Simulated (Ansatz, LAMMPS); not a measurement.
# Molecular dynamics of glassy 67SiO2-8Al2O3-4FeO-8MgO-4CaO-4Na2O-4TiO2 (mol %) (72 atoms)

How do the atoms of glassy 67SiO2-8Al2O3-4FeO-8MgO-4CaO-4Na2O-4TiO2 (mol %) (72 atoms) move, and what local order do they keep?

Program: Ansatz 0.2.0. Level of theory: Kohn-Sham DFT, PBE, PAW (set soft_2), plane waves. Results are calculated unless marked as measured.

**1. Starting point**

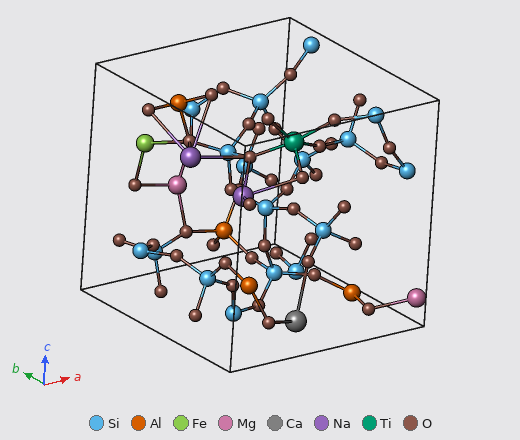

The cell as given, slightly off an axis (silicon blue, aluminium orange, iron green, magnesium pink, calcium grey, sodium purple, titanium teal, oxygen brown). Some periodic images of atoms are drawn too.

The cell holds 72 atoms: 16 Si, 4 Al, 1 Fe, 2 Mg, 1 Ca, 2 Na, 1 Ti and 45 O. Cell: a = 9.773 Å, b = 9.773 Å, c = 9.773 Å, α = 90.0°, β = 90.0°, γ = 90.0°. 72 atoms (16 Si, 4 Al, 1 Fe, 2 Mg, 1 Ca, 2 Na, 1 Ti, 45 O) placed at random at 2.52 g/cm³, melted at 3000 K for 20 ps at fixed volume with the Buckingham and Coulomb pair potential of Guillot and Sator (Geochim. Cosmochim. Acta 71, 1249 (2007)) with the boron terms of Wang et al. (J. Non-Cryst. Solids 498, 294 (2018)). Quenched from 3000 K to 300 K at 20 K/ps and fixed volume, held 10 ps at zero pressure.

Limits known from the start: The quench rate of 20 K/ps far exceeds what a furnace or splat quench reaches, so expect more defects and frozen-in strain than in a real sample. The network of bonds at the start is that of the classical potential that made the cell. Without a Hubbard term or exact exchange, open shells on Fe are likely too delocalised. Only the Γ point is sampled, in a cell whose shortest periodic width is 10 Å.

**2. Single point at the start**

The forces at the start show how far the geometry lies from a minimum of this functional.

File input.yaml:

```yaml
crystal:
  lattice:
    - [9.77345, 0.0, 0.0]
    - [0.0, 9.77345, 0.0]
    - [0.0, 0.0, 9.77345]
  atoms:
    - { symbol: Si, position: [0.12366, 0.33828, 0.26665] }
    - { symbol: Si, position: [0.81166, 0.62571, 0.54751] }
    - { symbol: Si, position: [0.50634, 0.98478, 0.70154] }
    - { symbol: Si, position: [0.80099, 0.98368, 0.39009] }
    [... 62 atom lines left out ...]
    - { symbol: O, position: [0.18285, 0.99736, 0.18314] }
    - { symbol: O, position: [0.74522, 0.73333, 0.65739] }
    - { symbol: O, position: [0.52039, 0.6271, 0.76285] }
    - { symbol: O, position: [0.41287, 0.8536, 0.22594] }
    - { symbol: O, position: [0.25917, 0.80102, 0.01228] }
    - { symbol: O, position: [0.82553, 0.15036, 0.05735] }
magnetization:
  spin_polarized: true
kpoints:
  mp_grid: { grid: [1, 1, 1] }
hamiltonian:
  xc: pbe
scf:
  occupations: { method: gaussian, width: 0.025 }
  lower_state_search: "off"
output:
  forces: true
  stress: true
```

Run with:

```bash
> ansatz run input.yaml --threads 4 --pin off --max-ram 8192MiB --backend cpu --events-out ev --progress --plain --runs-dir out
```

Run time: 30 s. Hardware: 4 threads of Arm Neoverse V2, shared host; peak memory 1.9 GiB.

Numbers from this run:

| Quantity | Value |
| --- | --- |
| free energy | -53548.5294 eV |
| free energy per atom | -743.7296 eV/atom |
| SCF cycles | 30 |
| pressure | 0.4718 GPa |
| r.m.s. force component | 1.055 eV/Å |
| longest force | 4.809 eV/Å |
| Fermi energy | 5.726 eV |
| total moment | 4 μB |
| absolute moment | 4.096 μB |

The r.m.s. force component of 1.1 eV/Å and the pressure of 0.47 GPa set the starting point.

Length of the force by element:

| element | coordination | atoms | mean length of the force (eV/Å) | spread | least | most |
| --- | --- | --- | --- | --- | --- | --- |
| Al | all | 4 | 1.73 | 0.606 | 0.784 | 2.44 |
| Ca | all | 1 | 1.24 | 0 | 1.24 | 1.24 |
| Fe | all | 1 | 1.82 | 0 | 1.82 | 1.82 |
| Mg | all | 2 | 2.31 | 0.103 | 2.20 | 2.41 |
| Na | all | 2 | 0.967 | 0.0596 | 0.907 | 1.03 |
| O | all | 45 | 1.38 | 0.613 | 0.455 | 2.80 |
| Si | all | 16 | 2.34 | 0.927 | 1.09 | 4.81 |
| Ti | all | 1 | 2.34 | 0 | 2.34 | 2.34 |

**3. Dynamics at 600 K**

A Nosé–Hoover thermostat steers the temperature while disturbing the dynamics little. The time step is 1.0 fs.

Edit input.yaml of step 2 so:

```diff
@@ -19 +19,8 @@
   stress: true
+md:
+  timestep: 1.0
+  n_steps: 110
+  ensemble: nvt_nose_hoover
+  temperature: 600
+  initial_velocities: maxwell_boltzmann
+  seed: 5279
```

Wall time 25 min (4 threads); peak memory 1.9 GiB; 1.7 h of CPU time.

The program notes that the SCF threshold is loose for the stress and it switched symmetry off.

Rows from the run:

| time (fs) | T (K) | potential (meV/atom) | conserved (meV/atom) |
| --- | --- | --- | --- |
| 0.0 | 600 | 0.0 | 0.00 |
| 7.0 | 602 | -0.3 | 0.03 |
| 15.0 | 674 | -9.5 | -0.03 |
| 22.0 | 553 | 6.0 | 0.04 |
| 29.0 | 553 | 5.9 | 0.02 |
| 37.0 | 621 | -2.8 | 0.01 |
| 44.0 | 649 | -6.4 | -0.01 |
| 51.0 | 625 | -3.5 | 0.02 |
| 59.0 | 612 | -1.9 | -0.01 |
| 66.0 | 584 | 1.5 | 0.03 |
| 73.0 | 614 | -2.4 | -0.01 |
| 81.0 | 572 | 2.7 | 0.02 |
| 88.0 | 596 | -0.4 | 0.00 |
| 95.0 | 608 | -2.1 | -0.01 |
| 103.0 | 542 | 6.2 | 0.04 |
| 110.0 | 568 | 2.7 | -0.02 |

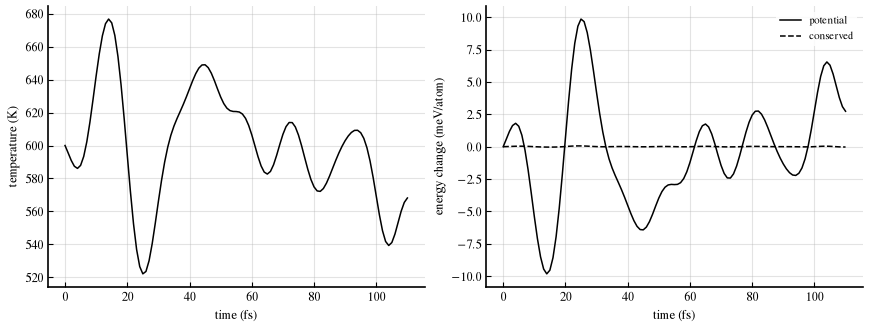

Temperature and energies against time.

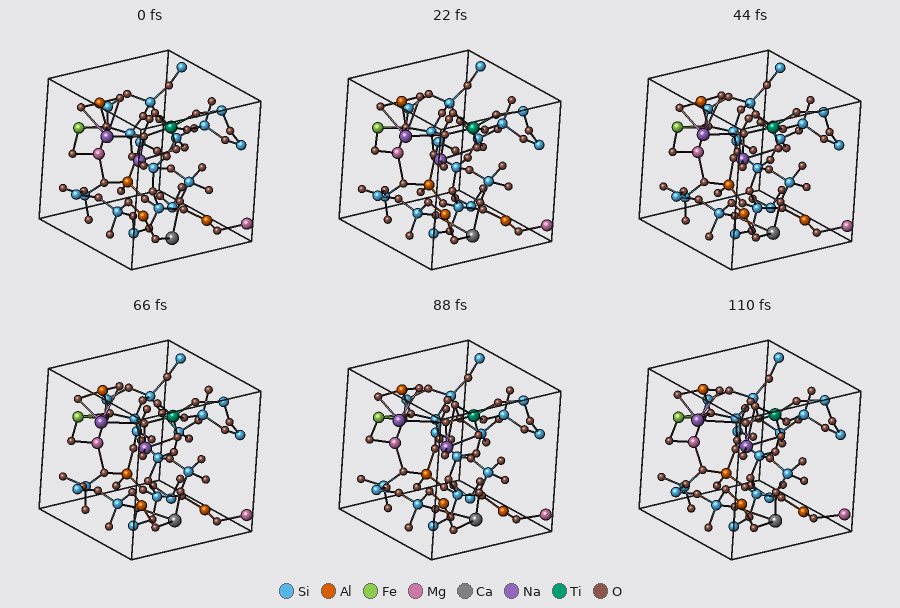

6 frames of the run.

Mean square displacement from the first frame to the last: Si 0.11 Å², Al 0.055 Å², Fe 0.0022 Å², Mg 0.096 Å², Ca 0.53 Å², Na 0.43 Å², Ti 0.10 Å², O 0.14 Å².

The mean square displacement by time lag; 7 of 8 lines:

| time lag (fs) | Al (Å²) | Ca (Å²) | Fe (Å²) | Mg (Å²) | Na (Å²) | O (Å²) | Si (Å²) |
| --- | --- | --- | --- | --- | --- | --- | --- |
| 1.0 | 5.5e-5 | 7.2e-5 | 7.8e-6 | 3.6e-5 | 6.1e-5 | 9.1e-5 | 5.5e-5 |
| 5.0 | 0.00133 | 0.00181 | 1.9e-4 | 9.1e-4 | 0.00157 | 0.00224 | 0.00134 |
| 10.0 | 0.00497 | 0.00723 | 7.1e-4 | 0.00361 | 0.00640 | 0.00846 | 0.00495 |
| 16.0 | 0.0110 | 0.0183 | 0.00166 | 0.00886 | 0.0168 | 0.0194 | 0.0109 |
| 21.0 | 0.0162 | 0.0312 | 0.00260 | 0.0144 | 0.0294 | 0.0296 | 0.0159 |
| 25.0 | 0.0198 | 0.0436 | 0.00337 | 0.0190 | 0.0420 | 0.0378 | 0.0195 |
| 30.0 | 0.0232 | 0.0617 | 0.00432 | 0.0247 | 0.0610 | 0.0478 | 0.0233 |
| 34.0 | 0.0251 | 0.0782 | 0.00503 | 0.0289 | 0.0787 | 0.0555 | 0.0262 |
| 39.0 | 0.0268 | 0.101 | 0.00581 | 0.0336 | 0.103 | 0.0649 | 0.0299 |
| 46.0 | 0.0287 | 0.137 | 0.00652 | 0.0394 | 0.143 | 0.0771 | 0.0361 |
| 50.0 | 0.0302 | 0.160 | 0.00664 | 0.0424 | 0.167 | 0.0833 | 0.0400 |
| 55.0 | 0.0326 | 0.190 | 0.00652 | 0.0461 | 0.198 | 0.0904 | 0.0451 |

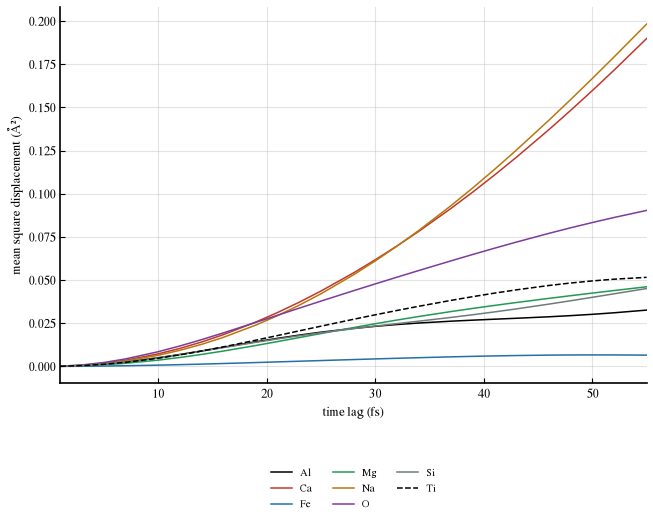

Mean square displacement, plotted against time lag.

Over the second half of 110 fs the temperature averages 589 K, falling from about 601 to 561 K (means over the first and last quarter of that half). The conserved energy stays within 0.06 meV/atom. From first frame to last Ca has the largest mean square displacement, 0.53 Å² at the end; the farthest move is 0.76 Å. The count of bonds goes from 114 in the first frame to 112 in the last, by one set of cutoffs: 5 pairs passed out of them and 3 came within. The run spans 0.11 ps, too short for its means to be equilibrium values.

**4. Structure statistics late in the run**

The g(r) is a mean over the second half; what follows it is taken at the last frame.

Bonds before and after, by the cutoffs listed below:

| pair | bonds before | bonds after | mean before (Å) | mean after (Å) | spread before (Å) | spread after (Å) |
| --- | --- | --- | --- | --- | --- | --- |
| O-Si | 64 | 65 | 1.640 | 1.652 | 0.024 | 0.063 |
| O-Al | 16 | 16 | 1.735 | 1.772 | 0.043 | 0.065 |
| O-Mg | 9 | 9 | 2.039 | 2.007 | 0.098 | 0.094 |
| O-Na | 10 | 9 | 2.601 | 2.445 | 0.135 | 0.148 |
| O-Ca | 6 | 5 | 2.534 | 2.461 | 0.141 | 0.191 |
| O-Fe | 4 | 3 | 2.181 | 1.958 | 0.134 | 0.029 |
| O-Ti | 5 | 5 | 1.979 | 1.956 | 0.013 | 0.148 |

Density 2.70 g/cm³, 12.97 Å³ an atom.

Mean of 15 frames. g(r), total and by pair (bins of 0.2 Å):

| r (Å) | total | O-O | O-Si | O-Al | O-Mg | O-Na | O-Ca |
| --- | --- | --- | --- | --- | --- | --- | --- |
| 1.50 | 0.56 | 0.00 | 2.01 | 0.00 | 0.00 | 0.00 | 0.00 |
| 1.70 | 3.35 | 0.00 | 10.05 | 7.44 | 0.00 | 0.00 | 0.00 |
| 1.90 | 0.64 | 0.00 | 0.15 | 3.05 | 5.24 | 0.00 | 0.00 |
| 2.10 | 0.23 | 0.00 | 0.09 | 0.00 | 3.56 | 0.17 | 1.20 |
| 2.30 | 0.22 | 0.14 | 0.00 | 0.00 | 0.21 | 3.54 | 1.56 |
| 2.50 | 0.84 | 1.74 | 0.00 | 0.00 | 0.22 | 1.44 | 3.04 |
| 2.70 | 1.48 | 3.41 | 0.08 | 0.00 | 0.21 | 0.83 | 1.24 |
| 2.90 | 1.02 | 1.75 | 0.15 | 0.08 | 0.36 | 0.54 | 1.22 |
| 3.10 | 0.90 | 0.84 | 0.33 | 0.50 | 0.54 | 0.95 | 1.31 |
| 3.30 | 0.97 | 0.71 | 0.81 | 0.89 | 0.42 | 0.77 | 0.93 |
| 3.50 | 0.86 | 0.71 | 1.22 | 1.10 | 1.06 | 0.34 | 0.32 |
| 3.70 | 1.09 | 0.83 | 1.62 | 1.49 | 1.14 | 0.61 | 2.41 |
| 3.90 | 1.09 | 0.70 | 1.68 | 1.12 | 1.92 | 0.97 | 1.31 |
| 4.10 | 1.14 | 0.77 | 1.61 | 1.58 | 1.47 | 0.85 | 0.37 |
| 4.30 | 0.99 | 0.58 | 1.36 | 2.04 | 1.38 | 1.11 | 0.18 |
| 4.50 | 0.94 | 0.74 | 0.96 | 1.34 | 1.08 | 0.94 | 1.46 |
| 4.70 | 1.00 | 1.18 | 0.74 | 0.68 | 0.99 | 1.39 | 1.70 |

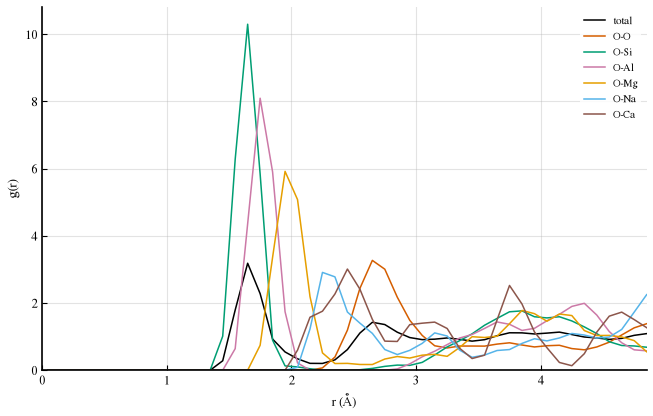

Pair distribution functions, lightly smoothed.

Bonds by pair of elements; cutoffs follow the first minimum of g(r), held within bounds set by covalent radii, and pairs that aren't listed don't count as bonded:

| pair A-B | cutoff (Å) | bonds | mean length (Å) | spread (Å) | shortest (Å) | B about A | A about B |
| --- | --- | --- | --- | --- | --- | --- | --- |
| O-Si | 2.16 | 65 | 1.65 | 0.063 | 1.55 | 1.44 | 4.06 |
| O-Al | 2.33 | 16 | 1.77 | 0.065 | 1.64 | 0.356 | 4 |
| O-Mg | 2.62 | 9 | 2.01 | 0.094 | 1.89 | 0.2 | 4.5 |
| O-Na | 2.83 | 9 | 2.44 | 0.148 | 2.26 | 0.2 | 4.5 |
| O-Ca | 2.83 | 5 | 2.46 | 0.191 | 2.24 | 0.111 | 5 |
| O-Fe | 2.33 | 3 | 1.96 | 0.029 | 1.92 | 0.067 | 3 |
| O-Ti | 2.64 | 5 | 1.96 | 0.148 | 1.75 | 0.111 | 5 |

How many atoms have how many bonded neighbours:

| element | mean | 2 | 3 | 4 | 5 |
| --- | --- | --- | --- | --- | --- |
| Al | 4 | 0 | 0 | 4 | 0 |
| Ca | 5 | 0 | 0 | 0 | 1 |
| Fe | 3 | 0 | 1 | 0 | 0 |
| Mg | 4.5 | 0 | 0 | 1 | 1 |
| Na | 4.5 | 0 | 0 | 1 | 1 |
| O | 2.49 | 24 | 20 | 1 | 0 |
| Si | 4.06 | 0 | 0 | 15 | 1 |
| Ti | 5 | 0 | 0 | 0 | 1 |

Bond angles, per cent of each kind in bins of 5°:

| angle (°) | O-Si-O | O-Al-O | Si-O-Si | O-Na-O | O-Mg-O |
| --- | --- | --- | --- | --- | --- |
| 55–60 | 0.0 | 0.0 | 0.0 | 6.2 | 0.0 |
| 60–65 | 0.0 | 0.0 | 0.0 | 6.2 | 0.0 |
| 65–70 | 0.0 | 0.0 | 0.0 | 6.2 | 0.0 |
| 70–75 | 0.0 | 0.0 | 0.0 | 12.5 | 18.8 |
| 75–80 | 0.0 | 0.0 | 0.0 | 12.5 | 0.0 |
| 80–85 | 2.0 | 4.2 | 0.0 | 0.0 | 0.0 |
| 85–90 | 1.0 | 0.0 | 0.0 | 0.0 | 12.5 |
| 90–95 | 2.0 | 4.2 | 0.0 | 0.0 | 12.5 |
| 95–100 | 5.0 | 4.2 | 0.0 | 6.2 | 12.5 |
| 100–105 | 22.0 | 16.7 | 0.0 | 12.5 | 6.2 |
| 105–110 | 26.0 | 25.0 | 0.0 | 6.2 | 0.0 |
| 110–115 | 22.0 | 20.8 | 0.0 | 6.2 | 6.2 |
| 115–120 | 14.0 | 16.7 | 4.8 | 0.0 | 6.2 |
| 120–125 | 3.0 | 4.2 | 9.5 | 0.0 | 6.2 |
| 125–130 | 1.0 | 4.2 | 4.8 | 6.2 | 0.0 |
| 130–135 | 1.0 | 0.0 | 14.3 | 0.0 | 0.0 |
| 135–140 | 0.0 | 0.0 | 33.3 | 0.0 | 6.2 |
| 140–145 | 0.0 | 0.0 | 9.5 | 0.0 | 6.2 |
| 145–150 | 0.0 | 0.0 | 4.8 | 0.0 | 0.0 |
| 150–155 | 0.0 | 0.0 | 0.0 | 0.0 | 0.0 |
| 155–160 | 0.0 | 0.0 | 19.0 | 6.2 | 0.0 |
| 160–165 | 0.0 | 0.0 | 0.0 | 6.2 | 6.2 |
| 165–170 | 0.0 | 0.0 | 0.0 | 6.2 | 0.0 |
| 170–175 | 1.0 | 0.0 | 0.0 | 0.0 | 0.0 |

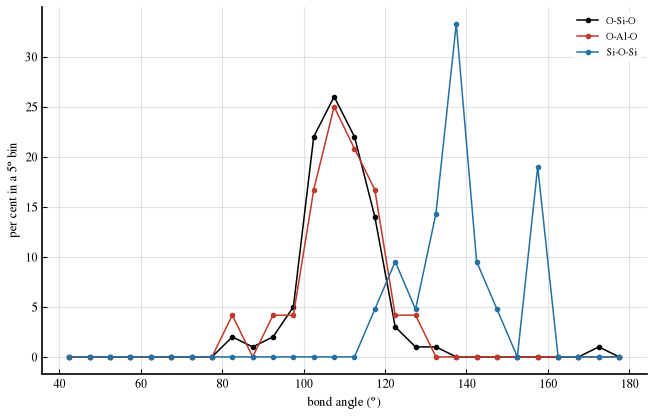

Distributions of the most common bond angles.

Bond angles (no mean is given where the spread exceeds 20°):

| angle | count | mean (°) | spread (°) |
| --- | --- | --- | --- |
| O-Si-O | 100 | 109 | 10.3 |
| O-Al-O | 24 | 109 | 9.2 |
| Si-O-Si | 21 | 138 | 11.8 |
| O-Na-O | 16 | - | - |
| O-Mg-O | 16 | - | - |

Oxygen atoms by the number of network formers (Si, P, Ge, B, Al, As, Ga) bound to them:

| network formers bound to O | O atoms | per cent |
| --- | --- | --- |
| 0 | 0 | 0 |
| 1 | 9 | 20 |
| 2 | 36 | 80 |

Network units: each former by its oxygen neighbours and how many of them bridge to another former:

| former | O neighbours | bridging O | atoms |
| --- | --- | --- | --- |
| Si | 4 | 2 | 1 |
| Si | 4 | 3 | 5 |
| Si | 4 | 4 | 9 |
| Si | 5 | 4 | 1 |
| Al | 4 | 3 | 1 |
| Al | 4 | 4 | 3 |

Bond length by coordination (bonds to H left out):

| element | coordination | atoms | mean bond length (Å) |
| --- | --- | --- | --- |
| Mg | 4 | 1 | 1.93 |
| Mg | 5 | 1 | 2.07 |
| Na | 4 | 1 | 2.56 |
| Na | 5 | 1 | 2.35 |
| O | 2 | 24 | 1.66 |
| O | 3 | 20 | 1.92 |
| O | 4 | 1 | 2.25 |
| Si | 4 | 15 | 1.65 |
| Si | 5 | 1 | 1.74 |

Rings of the network by King's shortest-path rule, up to 12 atoms, one path for each pair of neighbours; H, halogens, alkali and alkaline-earth atoms are left out, and the last column divides by all other atoms, bonded or not:

| ring size (atoms) | rings | per network atom |
| --- | --- | --- |
| 8 | 7 | 0.104 |
| 10 | 9 | 0.134 |
| 12 | 7 | 0.104 |

Counting bonds as in the table, all Al atoms have 4, all Ca atoms have 5, all Fe atoms have 3 and 50 % of Mg atoms have 4 and as many 5 bonded neighbours. The O-Si-O angle averages 109° with a spread of 10°. Counting bonds to Si and Al alone, not to Fe and Ti, 80 % of the oxygens join two of these atoms and 20 % one. The commonest Si unit has 4 oxygens, 4 of them shared with other formers (9 of 16 atoms). Rings of 10 atoms are the most common (39 % of those counted); sizes run from 8 to 12, where the search stops.

[end of part 1 of 2]

[Logs are printed without paths, hosts, clocks, repeated set-up lines and the standing remarks that a program may print on its own settings, such as how far it seeks lower states.]

[Hosts, paths, dates, database ids (printed as entryN), source tags and the programs' standing remarks are cut or masked in the printed files.]
